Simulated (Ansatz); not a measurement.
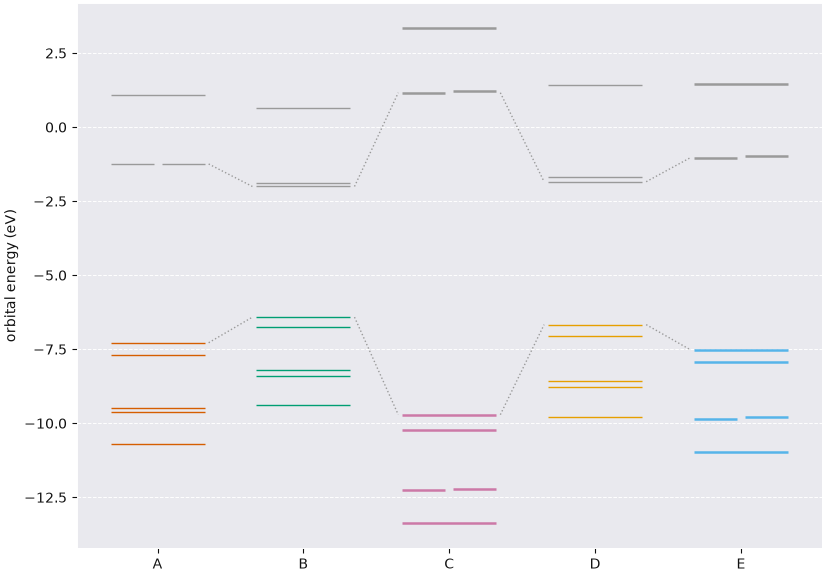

Frontier orbital energies of C₃H₃F₂I, SMILES FC(F)/C=C/I at one geometry, def2-TZVPP, the Ansatz code, at a PBE0-D4/def2-TZVP geometry (no frequency check). Empty levels are grey, levels within 0.1 eV stand side by side; all columns show the same few orbitals around the gap. Dotted lines join the HOMOs and the LUMOs.

**The columns come from B3LYP, PBE, PBE0, r2SCAN and ωB97X-V. Which is which?**

A: B3LYP (HOMO −7.28, LUMO −1.24, separation 6.04 eV)
B: PBE (HOMO −6.42, LUMO −2.01, separation 4.41 eV)
C: ωB97X-V (HOMO −9.71, LUMO 1.16, separation 10.87 eV)
D: r2SCAN (HOMO −6.67, LUMO −1.84, separation 4.83 eV)
E: PBE0 (HOMO −7.51, LUMO −1.04, separation 6.47 eV)

Caveats, for all or some of the runs: core potentials past krypton; empty levels above zero depend strongly on the basis; one conformer of a flexible molecule; spin-orbit coupling is left out, and with I it can shift these levels and split any degenerate set.
